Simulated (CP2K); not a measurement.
**AlBH4S (SMILES B[S][AlH2]) at PM6**

Aim: the vertical ionisation energy of AlBH4S at PM6, from 2 runs. 

The results are computed with CP2K 2026.2.

3 further runs of the same task are left out: 2 that didn't finish, 1 set aside as unsound or not needed.

## 1. The molecule

The species is AlBH4S (7 atoms), meant as a singlet with charge 0. SMILES: `B[S][AlH2]`. The shape comes from GFN2-xTB, which is rough for such elements, and wasn't checked as a minimum.

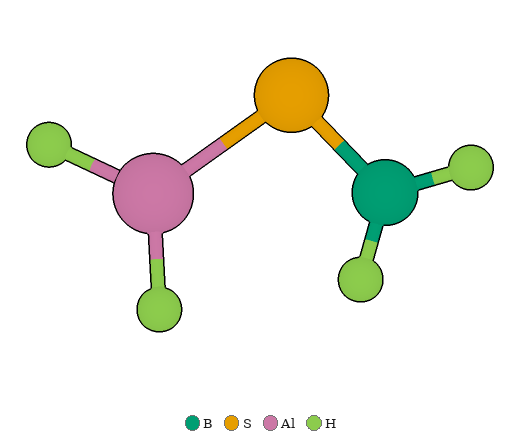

Viewed from a chosen angle; boron teal, sulfur amber, aluminium pink, hydrogen green.

## 2. Energy and gradient at PM6

The input, molecule.pdb:

```
HETATM    1 B    MOL A   1      -1.410   0.529  -0.335  1.00  0.00           B
HETATM    2 S    MOL A   1      -0.115   1.192   0.668  1.00  0.00           S
HETATM    3 Al   MOL A   1       1.376  -0.419   0.388  1.00  0.00          AL
HETATM    4 H    MOL A   1      -1.263  -0.492  -0.905  1.00  0.00           H
HETATM    5 H    MOL A   1      -2.403   1.137  -0.412  1.00  0.00           H
HETATM    6 H    MOL A   1       1.161  -1.538  -0.647  1.00  0.00           H
HETATM    7 H    MOL A   1       2.654  -0.410   1.244  1.00  0.00           H
END
```

The input, molecule.inp:

```
&GLOBAL
  PROJECT molecule
  RUN_TYPE ENERGY_FORCE
  PRINT_LEVEL MEDIUM
&END GLOBAL

&FORCE_EVAL
  METHOD Quickstep
  &DFT
    # Quickstep
    &QS
      METHOD PM6
      EPS_DEFAULT 1.0E-10
      &SE
        &COULOMB
          CUTOFF [angstrom] 50
          RC_RANGE [angstrom] 0
        &END COULOMB
        &EXCHANGE
          CUTOFF [angstrom] 50
          RC_RANGE [angstrom] 0
        &END EXCHANGE
      &END SE
    &END QS
    &POISSON
      PERIODIC NONE
      POISSON_SOLVER ANALYTIC
    &END POISSON
    # self-consistent field
    &SCF
      SCF_GUESS ATOMIC
      EPS_SCF 1.0E-07
      MAX_SCF 80
      ADDED_MOS 4
      &DIAGONALIZATION
        ALGORITHM STANDARD
      &END DIAGONALIZATION
      &MIXING
        METHOD DIRECT_P_MIXING
        ALPHA 0.4
      &END MIXING
    &END SCF
    # extra output
    &PRINT
      &MOMENTS
        PERIODIC F
        REFERENCE COM
        MAX_MOMENT 1
      &END MOMENTS
      &MO ON
        ENERGIES T
        OCCUPATION_NUMBERS T
        NDIGITS 6
        &EACH
          QS_SCF 0
        &END EACH
        ADD_LAST NUMERIC
      &END MO
      &HIRSHFELD OFF
      &END HIRSHFELD
    &END PRINT
  &END DFT
  # atoms, cell and kinds
  &SUBSYS
    # box in angstrom
    &CELL
      ABC 15.1 12.7 12.1
      PERIODIC NONE
    &END CELL
    &TOPOLOGY
      COORD_FILE_NAME molecule.pdb
      COORD_FILE_FORMAT PDB
      CONN_FILE_FORMAT OFF
      &CENTER_COORDINATES
      &END CENTER_COORDINATES
    &END TOPOLOGY
  &END SUBSYS
  &PRINT
    &FORCES ON
    &END FORCES
  &END PRINT
&END FORCE_EVAL
```

On the command line:

```sh
$ OMP_NUM_THREADS=1 cp2k.psmp -i molecule.inp > molecule.out 2>&1
```

What it wrote (excerpt; [...] marks lines left out):

```text
CP2K| version string:                                       CP2K version 2026.2
[...]
 GLOBAL| Method name                                                        CP2K
[...]
 GLOBAL| Run type                                                   ENERGY_FORCE
[...]
                             - Atoms:                                          7
[...]
                             - Spherical basis functions:                     26
[...]
 Number of electrons:                                                         16
[...]
     1 P_Mix/Diag. 0.40E+00    0.0     0.66324006        -8.6758529606 -8.68E+00
[...]
    23 DIIS/Diag.  0.70E-07    0.0     0.00000006       -12.2616852879 -6.39E-14
  *** SCF run converged in    23 steps ***
  Core-core repulsion energy [eV]:                            523.90002051034708
  Core Hamiltonian energy [eV]:                              -493.38870526735951
  Two-electron integral energy [eV]:                         -728.33748068183104
  Electronic energy [eV]:                                    -857.55744560827497
  Total energy [eV]:                                         -333.65742509792796
  Atomic reference energy [eV]:                               335.57788316559390
  Heat of formation [kcal/mol]:                                44.28681863740312
[...]
 SE_DIPOLE| Moment [Debye]         -0.81867463       1.37401900       0.45377324
 SE_DIPOLE| Derivative [a.u.]       0.00000000       0.00000000       0.00000000
 ENERGY| Total FORCE_EVAL ( QS ) energy [hartree]            -12.261685287921782
 FORCES| Atomic forces [hartree/bohr]
 FORCES|   Atom     x               y               z               |f|
 FORCES|      1  3.54249177E-03 -4.67257150E-03 -2.26660813E-03   6.28646839E-03
 FORCES|      2  1.50368510E-02 -1.12852539E-02  6.72876327E-04   1.88126714E-02
 FORCES|      3 -1.20875810E-02  1.72622775E-02  4.69437849E-03   2.15901141E-02
 FORCES|      4 -2.32591499E-03 -3.90162175E-03 -3.33912093E-03   5.63757585E-03
 FORCES|      5 -8.29665677E-03  6.56944792E-03  5.59334719E-04   1.05974060E-02
 FORCES|      6 -6.12022659E-03 -7.73321884E-03 -9.91525889E-03   1.39847133E-02
 FORCES|      7  1.02510366E-02  3.76094050E-03  9.59439841E-03   1.45355050E-02
 FORCES| Sum     1.94289029E-16  0.00000000E+00 -6.93889390E-17
 FORCES| Total atomic force                                       2.06308148E-16
[...]
```

It took 0.24 s on 1 thread of Arm Neoverse V2, shared host.

## 3. The doublet cation, same level

molecule.pdb is that of step 2.

The input, job.inp:

```
&GLOBAL
    PROJECT_NAME job
    RUN_TYPE ENERGY_FORCE
    PRINT_LEVEL MEDIUM
&END GLOBAL

&FORCE_EVAL
    METHOD Quickstep
    &DFT
        CHARGE 1
        MULTIPLICITY 2
        LSD T
        ! Quickstep
        &QS
            METHOD PM6
            EPS_DEFAULT 1.0E-10
            &SE
                &COULOMB
                    CUTOFF [angstrom] 50
                    RC_RANGE [angstrom] 0
                &END COULOMB
                &EXCHANGE
                    CUTOFF [angstrom] 50
                    RC_RANGE [angstrom] 0
                &END EXCHANGE
            &END SE
        &END QS
        ! cluster boundary conditions
        &POISSON
            PERIODIC NONE
            POISSON_SOLVER ANALYTIC
        &END POISSON
        &SCF
            SCF_GUESS ATOMIC
            EPS_SCF 1.0E-07
            MAX_SCF 40
            &OT
                MINIMIZER CG
                PRECONDITIONER FULL_SINGLE_INVERSE
            &END OT
            &OUTER_SCF
                EPS_SCF 1.0E-07
                MAX_SCF 10
            &END OUTER_SCF
        &END SCF
        ! extra output
        &PRINT
            &MOMENTS
                PERIODIC F
                REFERENCE COM
                MAX_MOMENT 1
            &END MOMENTS
            &MO_CUBES
                NLUMO 3
                NHOMO -1
                WRITE_CUBE F
            &END MO_CUBES
            &HIRSHFELD OFF
            &END HIRSHFELD
        &END PRINT
    &END DFT
    &SUBSYS
        &CELL
            ABC 15.1 12.7 12.1
            PERIODIC NONE
        &END CELL
        &TOPOLOGY
            COORD_FILE_NAME molecule.pdb
            COORD_FILE_FORMAT PDB
            CONN_FILE_FORMAT OFF
            &CENTER_COORDINATES
            &END CENTER_COORDINATES
        &END TOPOLOGY
    &END SUBSYS
    ! extra output
    &PRINT
        &FORCES ON
        &END FORCES
    &END PRINT
&END FORCE_EVAL
```

On the command line:

```sh
$ OMP_NUM_THREADS=1 cp2k.psmp job.inp > job.out
```

What it wrote (excerpt; [...] marks lines left out):

```text
CP2K| version string:                                       CP2K version 2026.2
[...]
 GLOBAL| Method name                                                        CP2K
[...]
 GLOBAL| Run type                                                   ENERGY_FORCE
[...]
                             - Atoms:                                          7
[...]
                             - Spherical basis functions:                     26
[...]
 Number of electrons:                                                          8
[...]
     1 OT CG       0.80E-01    0.0     0.15827063        -9.4159571227 -9.42E+00
[...]
    35 OT CG       0.76E+00    0.0     0.00000006       -11.9068740019 -1.95E-12
  *** SCF run converged in    35 steps ***
  Core-core repulsion energy [eV]:                            523.90002051034708
  Core Hamiltonian energy [eV]:                              -460.96983576808498
  Two-electron integral energy [eV]:                         -773.86540748030143
  Electronic energy [eV]:                                    -847.90253950823569
  Total energy [eV]:                                         -324.00251899788867
  Atomic reference energy [eV]:                               335.57788316559390
  Heat of formation [kcal/mol]:                               266.93426021016813
[...]
 SE_DIPOLE| Moment [Debye]          1.14686740      -0.48657538       0.08087617
 SE_DIPOLE| Derivative [a.u.]       0.00000000       0.00000000       0.00000000
[...]
 ENERGY| Total FORCE_EVAL ( QS ) energy [hartree]            -11.906874001920100
 FORCES| Atomic forces [hartree/bohr]
 FORCES|   Atom     x               y               z               |f|
 FORCES|      1 -3.54825581E-02 -2.11035590E-02 -2.59001050E-02   4.87358962E-02
 FORCES|      2  2.45851437E-02  3.02936468E-02  2.53004049E-02   4.64999443E-02
 FORCES|      3  2.20247308E-02 -1.75031922E-02  2.91838781E-03   2.82836965E-02
 FORCES|      4  1.14557902E-03 -3.61484654E-03 -4.87861639E-03   6.17902620E-03
 FORCES|      5 -9.17641295E-03  8.07166817E-03  2.28496663E-03   1.24329986E-02
 FORCES|      6 -1.06023691E-02 -3.98317479E-03 -1.12325150E-02   1.59513418E-02
 FORCES|      7  7.50588669E-03  7.83945753E-03  1.15074770E-02   1.58182634E-02
 FORCES| Sum    -2.77555756E-17  3.46944695E-17  3.46944695E-17
 FORCES| Total atomic force                                       5.63718406E-17
[...]
```

Run time: 1.3 s. Hardware: 1 thread of Arm Neoverse V2, shared host.

## 4. What came out

At PM6:

| quantity | value |
| --- | --- |
| singlet AlBH4S: total energy | -12.26169 Eh |
| singlet AlBH4S: dipole moment | 1.66 D |
| singlet AlBH4S: HOMO energy | -9.99 eV |
| singlet AlBH4S: LUMO energy | -0.23 eV |
| singlet AlBH4S: HOMO–LUMO gap | 9.75 eV |
| singlet AlBH4S: heat of formation at this unrelaxed shape | 44.3 kcal/mol |
| singlet AlBH4S: largest force on an atom | 1.110 eV/Å |
| doublet cation: total energy | -11.90687 Eh |
| doublet cation: heat of formation at this unrelaxed shape | 266.9 kcal/mol |
| doublet cation: largest force on an atom | 2.506 eV/Å |
| vertical ionisation energy (to the doublet cation) | 9.655 eV |

In words: The vertical ionisation energy comes to 9.65 eV (932 kJ/mol). The largest force (singlet AlBH4S) is 1.11 eV/Å: the shape isn't a stationary point for this species at this level.
